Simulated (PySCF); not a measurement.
# Run report: CH$_{6}$OSi$_{2}$, geometry relaxation

The run: geometry relaxation of CH$_{6}$OSi$_{2}$. Method and program: PBE0-D3(BJ)/def2-SVP geometry optimisation, gas phase (PySCF 2.14.0).

It belongs to a series of runs on one base structure; here: H on Si replaced by CHO.

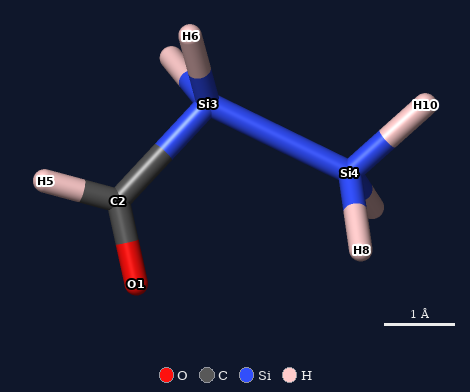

Fig. 1: The input geometry (stick view, seen on its broad side; atoms are numbered from 1 in the order of the input). Bond lengths as drawn: C–H 1.12 Å, C–O 1.22 Å, C–Si 1.93 Å, H–Si 1.46 to 1.49 Å and Si–Si 2.26 Å.

Summary:

```tsv
quantity	value
outcome	converged
total energy	−695.244506 hartree
dipole moment	1.87 D
point group	C1
hardware	1 CPU thread, shared host
wall time	49 s
peak memory	0.39 GiB
```

The input:
```
{"job": {"xc": "PBE0", "basis": "def2-SVP", "d3": "d3bj", "grid": 1, "shake": 0.01, "kind": "geom"}, "charge": 0, "multiplicity": 1}
O      1.492580    -1.754820    -0.240920
C      1.726400    -0.558670    -0.322450
Si     0.408280     0.813620     0.004190
Si    -1.592540    -0.217590     0.212430
H      2.764950    -0.256400    -0.596780
H      0.615590     1.771560    -1.093840
H      0.963830     1.502030     1.200680
H     -1.758000    -1.344670    -0.705610
H     -1.861250    -0.699790     1.598260
H     -2.709400     0.723800    -0.077020
```

The first line tells a small driver script what to run in PySCF; the rest is the geometry in Å.

Launch command:
```bash
OMP_NUM_THREADS=1 python <driver script> task.json out
```

Output:
```
step   0  E = -695.23836166  max force = 0.031004
step   1  E = -695.24336969  max force = 0.007372
step   2  E = -695.24340125  max force = 0.007100
step   3  E = -695.24379321  max force = 0.003119
step   4  E = -695.24388275  max force = 0.000853
step   5  E = -695.24401882  max force = 0.002338
step   6  E = -695.24414342  max force = 0.003407
step   7  E = -695.24423099  max force = 0.002487
step   8  E = -695.24430471  max force = 0.000600
step   9  E = -695.24434508  max force = 0.000629
step  10  E = -695.24436109  max force = 0.000626
step  11  E = -695.24437878  max force = 0.000204
step  12  E = -695.24440301  max force = 0.000504
step  13  E = -695.24444503  max force = 0.001054
step  14  E = -695.24448446  max force = 0.001292
step  15  E = -695.24449875  max force = 0.000709
step  16  E = -695.24450646  max force = 0.000072
optimisation converged
```

Trajectory as extended XYZ (Å, eV, eV/Å), 17 frames, from step=0 to step=16:
```
10
Properties=species:S:1:pos:R:3:forces:R:3 step=0 energy=-18918.39943
O     1.4926   -1.7548   -0.2409   -0.0074   1.1457   0.0051
C     1.7264   -0.5587   -0.3225   -0.2459  -1.5943   0.0288
Si    0.4083    0.8136    0.0042    1.3718   0.0461   0.0583
Si   -1.5925   -0.2176    0.2124   -1.2482  -0.0653   0.4865
H     2.7649   -0.2564   -0.5968    0.2180   0.2941  -0.0379
H     0.6156    1.7716   -1.0938   -0.2373   0.3172  -0.4277
H     0.9638    1.5020    1.2007   -0.1910   0.0994   0.2867
H    -1.7580   -1.3447   -0.7056    0.1442  -0.4177  -0.4121
H    -1.8613   -0.6998    1.5983    0.2314  -0.0375   0.0922
H    -2.7094    0.7238   -0.0770   -0.0356   0.2122  -0.0799
10
Properties=species:S:1:pos:R:3:forces:R:3 step=1 energy=-18918.53571
O     1.2901   -1.7511   -0.1889    0.0325  -0.3791   0.0195
C     1.6890   -0.6234   -0.3173   -0.0083   0.2947  -0.0035
Si    0.4767    0.8549   -0.0100    0.2024   0.0268  -0.0413
Si   -1.5959   -0.1972    0.2121   -0.1149   0.0737   0.0152
H     2.7603   -0.4266   -0.6007    0.0207  -0.0371  -0.0022
H     0.6031    1.8323   -1.1324   -0.0611   0.0381  -0.0679
H     0.9537    1.5459    1.2268   -0.0516   0.0415   0.0735
H    -1.6800   -1.3287   -0.7514   -0.0043  -0.0301  -0.0359
H    -1.7428   -0.6907    1.6112    0.0121  -0.0615   0.0297
H    -2.7041    0.7632   -0.0707   -0.0274   0.0330   0.0129
10
Properties=species:S:1:pos:R:3:forces:R:3 step=2 energy=-18918.53657
O     1.3885   -1.7969   -0.1917   -0.2684   0.1980   0.0595
C     1.6988   -0.6371   -0.3138    0.3651  -0.1718  -0.0565
Si    0.4766    0.8442   -0.0167   -0.0102  -0.1328   0.0249
Si   -1.6145   -0.1852    0.2150   -0.0769   0.0826   0.0244
H     2.7633   -0.4024   -0.5958    0.0049   0.1430  -0.0163
H     0.5861    1.8233   -1.1447   -0.0039  -0.0586  -0.0201
H     0.9394    1.5456    1.2241   -0.0259  -0.0140  -0.0043
H    -1.7189   -1.3088   -0.7595    0.0001  -0.0054  -0.0130
H    -1.7542   -0.6974    1.6111    0.0124  -0.0365  -0.0161
H    -2.7149    0.7931   -0.0492    0.0028  -0.0044   0.0174
10
Properties=species:S:1:pos:R:3:forces:R:3 step=3 energy=-18918.54723
O     1.3708   -1.7793   -0.1738    0.0293   0.1604  -0.0183
C     1.7192   -0.6318   -0.3152   -0.0207  -0.1070   0.0482
Si    0.4805    0.8374   -0.0214    0.0366  -0.0314  -0.0027
Si   -1.6179   -0.1855    0.2155   -0.0050   0.0205   0.0100
H     2.7855   -0.4032   -0.5989   -0.0278   0.0041  -0.0072
H     0.5773    1.8145   -1.1533   -0.0068  -0.0364   0.0005
H     0.9323    1.5446    1.2212   -0.0273  -0.0013  -0.0186
H    -1.7306   -1.3011   -0.7694   -0.0113   0.0146  -0.0025
H    -1.7493   -0.7160    1.6065    0.0083  -0.0186  -0.0297
H    -2.7175    0.7989   -0.0323    0.0247  -0.0049   0.0204
10
Properties=species:S:1:pos:R:3:forces:R:3 step=4 energy=-18918.54967
O     1.3803   -1.7739   -0.1600    0.0297   0.0107  -0.0033
C     1.7275   -0.6286   -0.3097   -0.0439   0.0002   0.0212
Si    0.4809    0.8319   -0.0255    0.0004  -0.0003   0.0081
Si   -1.6190   -0.1862    0.2158    0.0274  -0.0049  -0.0042
H     2.7907   -0.3968   -0.5995   -0.0002  -0.0077  -0.0042
H     0.5688    1.8022   -1.1627    0.0034  -0.0172  -0.0096
H     0.9229    1.5473    1.2146   -0.0151   0.0159  -0.0069
H    -1.7462   -1.2889   -0.7816   -0.0129   0.0130  -0.0087
H    -1.7430   -0.7364    1.5987    0.0048  -0.0178  -0.0100
H    -2.7128    0.8078   -0.0111    0.0062   0.0082   0.0176
10
Properties=species:S:1:pos:R:3:forces:R:3 step=5 energy=-18918.55337
O     1.4115   -1.7670   -0.1218    0.0202  -0.1202   0.0106
C     1.7437   -0.6222   -0.2965   -0.0364   0.0914   0.0008
Si    0.4791    0.8221   -0.0361   -0.0594   0.0379   0.0191
Si   -1.6210   -0.1898    0.2160    0.0508  -0.0413  -0.0182
H     2.8006   -0.3797   -0.5987    0.0187  -0.0218  -0.0030
H     0.5495    1.7740   -1.1888    0.0220   0.0046  -0.0162
H     0.8999    1.5612    1.1964    0.0065   0.0303  -0.0036
H    -1.7861   -1.2552   -0.8163   -0.0106   0.0149  -0.0155
H    -1.7245   -0.7926    1.5773    0.0013  -0.0095   0.0092
H    -2.7024    0.8276    0.0474   -0.0132   0.0138   0.0168
10
Properties=species:S:1:pos:R:3:forces:R:3 step=6 energy=-18918.55677
O     1.4517   -1.7554   -0.0603    0.0072  -0.1752   0.0242
C     1.7610   -0.6115   -0.2737   -0.0168   0.1226  -0.0250
Si    0.4728    0.8152   -0.0518   -0.0871   0.0563   0.0183
Si   -1.6212   -0.1994    0.2145    0.0405  -0.0601  -0.0215
H     2.8099   -0.3587   -0.5948    0.0262  -0.0240   0.0044
H     0.5276    1.7364   -1.2295    0.0339   0.0186  -0.0157
H     0.8689    1.5918    1.1651    0.0221   0.0367  -0.0029
H    -1.8403   -1.2009   -0.8708   -0.0019   0.0168  -0.0186
H    -1.6914   -0.8823    1.5389    0.0017  -0.0005   0.0225
H    -2.6888    0.8432    0.1412   -0.0260   0.0089   0.0144
10
Properties=species:S:1:pos:R:3:forces:R:3 step=7 energy=-18918.55915
O     1.4731   -1.7438   -0.0078   -0.0062  -0.1279   0.0178
C     1.7674   -0.6016   -0.2526    0.0000   0.0826  -0.0232
Si    0.4649    0.8177   -0.0649   -0.0581   0.0418   0.0070
Si   -1.6190   -0.2108    0.2115    0.0099  -0.0432  -0.0085
H     2.8125   -0.3475   -0.5854    0.0191  -0.0125   0.0087
H     0.5188    1.7121   -1.2636    0.0266   0.0171  -0.0092
H     0.8477    1.6259    1.1358    0.0208   0.0283  -0.0041
H    -1.8757   -1.1542   -0.9169    0.0073   0.0117  -0.0155
H    -1.6568   -0.9583    1.5019    0.0063   0.0035   0.0191
H    -2.6827    0.8390    0.2210   -0.0257  -0.0014   0.0078
10
Properties=species:S:1:pos:R:3:forces:R:3 step=8 energy=-18918.56115
O     1.4673   -1.7364    0.0184   -0.0145  -0.0309   0.0012
C     1.7614   -0.5956   -0.2379    0.0086   0.0126  -0.0106
Si    0.4579    0.8290   -0.0722   -0.0033   0.0138   0.0011
Si   -1.6148   -0.2200    0.2078   -0.0177  -0.0072   0.0077
H     2.8086   -0.3482   -0.5699    0.0057   0.0025   0.0120
H     0.5243    1.7082   -1.2822    0.0068   0.0034  -0.0025
H     0.8404    1.6549    1.1173    0.0075   0.0124  -0.0055
H    -1.8791   -1.1311   -0.9450    0.0100   0.0012  -0.0090
H    -1.6262   -1.0005    1.4796    0.0093   0.0032   0.0045
H    -2.6897    0.8183    0.2631   -0.0125  -0.0110   0.0010
10
Properties=species:S:1:pos:R:3:forces:R:3 step=9 energy=-18918.56225
O     1.4456   -1.7319    0.0226   -0.0094   0.0323  -0.0120
C     1.7505   -0.5922   -0.2299    0.0059  -0.0275   0.0048
Si    0.4539    0.8424   -0.0750    0.0280  -0.0027  -0.0002
Si   -1.6100   -0.2258    0.2045   -0.0221   0.0141   0.0105
H     2.8034   -0.3539   -0.5509   -0.0025   0.0079   0.0116
H     0.5335    1.7156   -1.2890   -0.0097  -0.0083  -0.0012
H     0.8403    1.6751    1.1091   -0.0035   0.0002  -0.0048
H    -1.8615   -1.1289   -0.9574    0.0061  -0.0047  -0.0007
H    -1.6018   -1.0146    1.4714    0.0063  -0.0003  -0.0049
H    -2.7035    0.7927    0.2734    0.0008  -0.0111  -0.0031
10
Properties=species:S:1:pos:R:3:forces:R:3 step=10 energy=-18918.56269
O     1.4321   -1.7284    0.0196   -0.0013   0.0322  -0.0127
C     1.7455   -0.5893   -0.2255    0.0000  -0.0237   0.0064
Si    0.4523    0.8493   -0.0763    0.0235  -0.0034   0.0019
Si   -1.6073   -0.2287    0.2026   -0.0105   0.0120   0.0055
H     2.8025   -0.3551   -0.5356   -0.0018   0.0060   0.0109
H     0.5357    1.7194   -1.2923   -0.0123  -0.0098  -0.0029
H     0.8383    1.6851    1.1056   -0.0050  -0.0012  -0.0037
H    -1.8481   -1.1330   -0.9608    0.0018  -0.0047   0.0031
H    -1.5891   -1.0181    1.4690    0.0017  -0.0019  -0.0050
H    -2.7119    0.7773    0.2726    0.0039  -0.0054  -0.0035
10
Properties=species:S:1:pos:R:3:forces:R:3 step=11 energy=-18918.56317
O     1.4223   -1.7229    0.0139    0.0051   0.0105  -0.0092
C     1.7433   -0.5836   -0.2189   -0.0037  -0.0044   0.0035
Si    0.4501    0.8556   -0.0787    0.0042  -0.0021   0.0062
Si   -1.6046   -0.2335    0.2002    0.0076   0.0022  -0.0021
H     2.8051   -0.3504   -0.5119    0.0018   0.0029   0.0093
H     0.5332    1.7195   -1.2989   -0.0093  -0.0076  -0.0052
H     0.8313    1.6978    1.1001   -0.0026   0.0014  -0.0028
H    -1.8348   -1.1401   -0.9637   -0.0030  -0.0031   0.0050
H    -1.5758   -1.0237    1.4658   -0.0039  -0.0020  -0.0019
H    -2.7199    0.7599    0.2710    0.0039   0.0024  -0.0027
10
Properties=species:S:1:pos:R:3:forces:R:3 step=12 energy=-18918.56383
O     1.4192   -1.7147    0.0039    0.0081  -0.0185  -0.0042
C     1.7448   -0.5728   -0.2080   -0.0037   0.0203  -0.0026
Si    0.4455    0.8617   -0.0829   -0.0224  -0.0029   0.0124
Si   -1.6017   -0.2425    0.1970    0.0259  -0.0106  -0.0107
H     2.8128   -0.3352   -0.4731    0.0059   0.0000   0.0074
H     0.5248    1.7139   -1.3112   -0.0024  -0.0030  -0.0070
H     0.8162    1.7165    1.0898    0.0023   0.0064  -0.0026
H    -1.8218   -1.1520   -0.9667   -0.0070  -0.0008   0.0053
H    -1.5614   -1.0337    1.4616   -0.0087  -0.0009   0.0029
H    -2.7282    0.7374    0.2686    0.0019   0.0101  -0.0008
10
Properties=species:S:1:pos:R:3:forces:R:3 step=13 energy=-18918.56497
O     1.4281   -1.6981   -0.0200    0.0068  -0.0486  -0.0005
C     1.7527   -0.5487   -0.1863    0.0008   0.0469  -0.0101
Si    0.4344    0.8698   -0.0911   -0.0542  -0.0095   0.0219
Si   -1.5972   -0.2632    0.1912    0.0424  -0.0251  -0.0202
H     2.8296   -0.2951   -0.3932    0.0100  -0.0024   0.0045
H     0.5048    1.6965   -1.3369    0.0084   0.0044  -0.0081
H     0.7818    1.7528    1.0673    0.0091   0.0133  -0.0033
H    -1.8035   -1.1787   -0.9704   -0.0097   0.0026   0.0042
H    -1.5407   -1.0536    1.4556   -0.0120   0.0014   0.0090
H    -2.7400    0.6969    0.2627   -0.0014   0.0170   0.0025
10
Properties=species:S:1:pos:R:3:forces:R:3 step=14 energy=-18918.56604
O     1.4592   -1.6700   -0.0679   -0.0030  -0.0578   0.0036
C     1.7680   -0.5077   -0.1538    0.0113   0.0581  -0.0164
Si    0.4142    0.8788   -0.1027   -0.0664  -0.0195   0.0298
Si   -1.5907   -0.2993    0.1832    0.0394  -0.0272  -0.0236
H     2.8513   -0.2229   -0.2645    0.0119  -0.0029  -0.0002
H     0.4734    1.6641   -1.3755    0.0160   0.0094  -0.0063
H     0.7243    1.8076    1.0299    0.0119   0.0160  -0.0054
H    -1.7788   -1.2269   -0.9715   -0.0083   0.0045   0.0007
H    -1.5165   -1.0814    1.4520   -0.0093   0.0025   0.0117
H    -2.7542    0.6360    0.2496   -0.0035   0.0169   0.0061
10
Properties=species:S:1:pos:R:3:forces:R:3 step=15 energy=-18918.56643
O     1.4735   -1.6644   -0.0743    0.0001  -0.0362   0.0015
C     1.7740   -0.4989   -0.1495    0.0053   0.0356  -0.0075
Si    0.4090    0.8771   -0.1039   -0.0364  -0.0133   0.0171
Si   -1.5905   -0.3078    0.1827    0.0188  -0.0167  -0.0118
H     2.8564   -0.2052   -0.2476    0.0047  -0.0017  -0.0020
H     0.4670    1.6544   -1.3821    0.0101   0.0077  -0.0027
H     0.7129    1.8168    1.0216    0.0073   0.0105  -0.0046
H    -1.7837   -1.2330   -0.9728   -0.0033   0.0032  -0.0003
H    -1.5161   -1.0907    1.4513   -0.0047   0.0024   0.0062
H    -2.7522    0.6302    0.2536   -0.0019   0.0085   0.0040
10
Properties=species:S:1:pos:R:3:forces:R:3 step=16 energy=-18918.56664
O     1.4849   -1.6656   -0.0716    0.0026   0.0013  -0.0016
C     1.7780   -0.4983   -0.1530   -0.0025  -0.0025  -0.0002
Si    0.4073    0.8723   -0.1020    0.0019  -0.0030   0.0000
Si   -1.5925   -0.3098    0.1848   -0.0037   0.0000   0.0023
H     2.8583   -0.1995   -0.2611   -0.0017   0.0018  -0.0004
H     0.4662    1.6508   -1.3800    0.0003   0.0020   0.0009
H     0.7137    1.8149    1.0208    0.0009   0.0016  -0.0012
H    -1.7959   -1.2293   -0.9733    0.0017   0.0003  -0.0003
H    -1.5230   -1.0949    1.4524    0.0008   0.0001   0.0002
H    -2.7468    0.6379    0.2616   -0.0001  -0.0016   0.0004
```

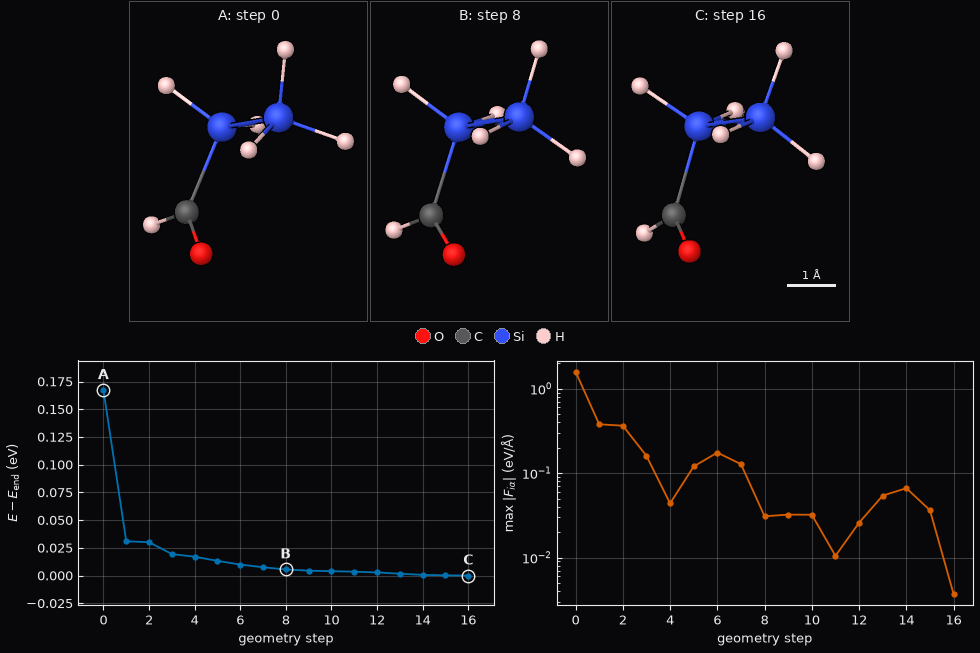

Fig. 2: Frames of the relaxation (ball-and-stick view, seen at a tilt) above the curves, on which the letters mark them (steps are counted from 0).

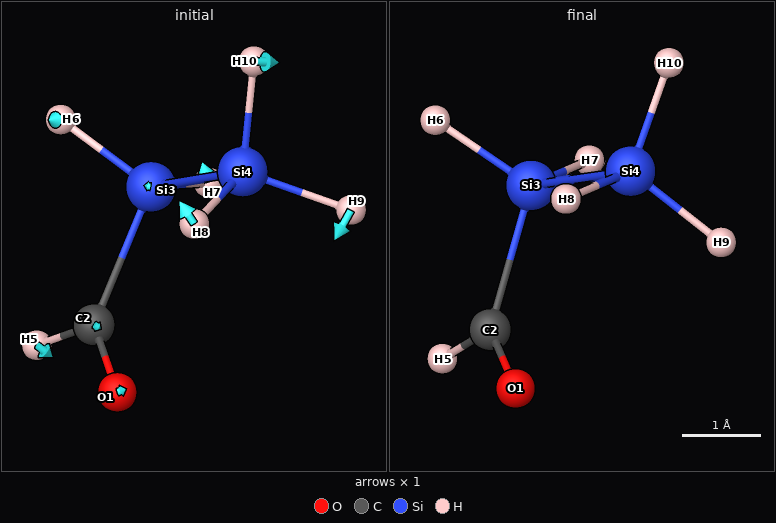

Fig. 3: Before (left) and after (right) the relaxation, at one scale (ball-and-stick view, seen at a tilt). The teal arrows give the displacements, at true length. After 16 geometry steps the energy has fallen by 0.167 eV. The largest force component goes from 1.6 to 0.0037 eV/Å. The largest move after the best rigid fit is that of H9, 0.48 Å. Largest moves by element: H 0.48 Å, O 0.15 Å, C 0.13 Å, Si 0.11 Å. Among the contacts that change: Si3–Si4 2.261 → 2.341 Å, Si4–H8 1.463 → 1.493 Å, Si3–H6 1.472 → 1.498 Å, O1–C2 1.222 → 1.206 Å. Among the angles that change: C2–Si3–H7 102.1° → 108.7°, Si4–Si3–H6 119.4° → 113.6°, C2–Si3–H6 103.9° → 108.5°. (Atoms are counted from 1 in the order of the input.)
